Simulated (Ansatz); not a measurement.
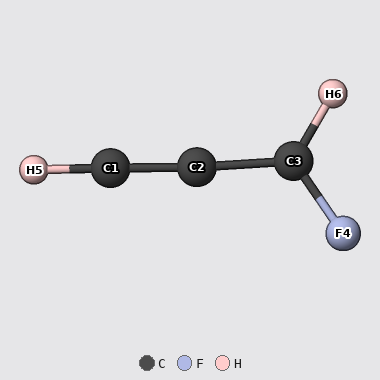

The system is C3H2F, SMILES [CH+]=C=CF, charge +1; the picture shows the reference structure. The first coordinate is: angle C1–C2–C3 (carried through 180); the second: change of the bonds C2–C1, C2–C3, all alike. Nothing is relaxed (all other coordinates rigid). Grid: 15 × 15 points. Points are written as (first, second). Energies: kJ/mol, counted from the relaxed molecule at the same level. Level of theory: RKS PBE0-D4/def2-SVP in Ansatz 0.2.0.

Its coordinates:

```xyz
6

C    -0.3826    1.0736   -1.0209
C    -0.0884    0.2053   -0.2091
C     0.2951   -0.7252    0.7230
F    -0.3193   -1.8142    0.8440
H    -0.6523    1.8379   -1.7453
H     1.1476   -0.5774    1.4082
```

Range: angle C1–C2–C3 (carried through 180) from 140.0 to 220.0°; change of the bonds C2–C1, C2–C3, all alike from −0.143 to 0.221 Å.

Predict the map.

Answer. The lowest grid point is at (174.3°, 0.013 Å), 1.4 kJ/mol from the relaxed molecule at the same level. No other kind of well shows on this grid. The highest grid point, (220.0°, −0.143 Å), lies 269 kJ/mol above the lowest. Round the minimum the two coordinates are nearly uncoupled.

```csv
"second ↓, first →",140.0,145.7,151.4,157.1,162.9,168.6,174.3,180.0,185.7,191.4,197.1,202.9,208.6,214.3,220.0
0.221,257,254,253,252,251,251,251,251,252,252,254,255,257,259,262
0.195,213,210,208,206,205,204,204,204,205,206,207,209,212,215,219
0.169,172,168,165,163,162,161,160,160,161,162,164,167,170,174,179
0.143,135,130,126,124,122,121,120,120,121,123,125,128,132,136,142
0.117,102,96,92,89,86,85,84,84,85,87,90,93,98,103,110
0.091,75,68,63,59,56,54,53,53,55,57,60,64,69,75,83
0.065,53,46,40,35,32,30,29,29,30,32,36,40,46,53,62
0.039,39,30,24,18,14,12,11,11,12,15,19,24,31,39,48
0.013,33,23,16,10,6,3,1,1,3,6,10,16,23,32,43
−0.013,36,26,18,11,6,3,1,2,3,6,11,18,26,35,47
−0.039,51,40,31,23,18,14,13,13,14,18,23,30,39,50,62
−0.065,79,66,56,48,42,38,36,36,38,42,48,56,65,77,90
−0.091,121,107,97,88,81,77,75,75,77,81,87,95,106,118,133
−0.117,179,165,154,144,137,132,130,130,132,136,143,152,163,176,192
−0.143,257,242,230,220,212,207,204,204,206,211,218,228,239,254,271
```

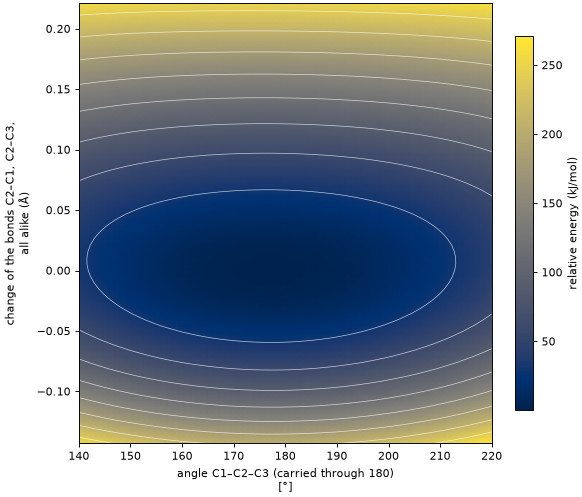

The picture shows a smooth colour map with a few white contour lines. Between grid points the surface is interpolated.

Time for the 225 points that were run: 5.3 min on 1 thread of Arm Neoverse V2, on a shared host.
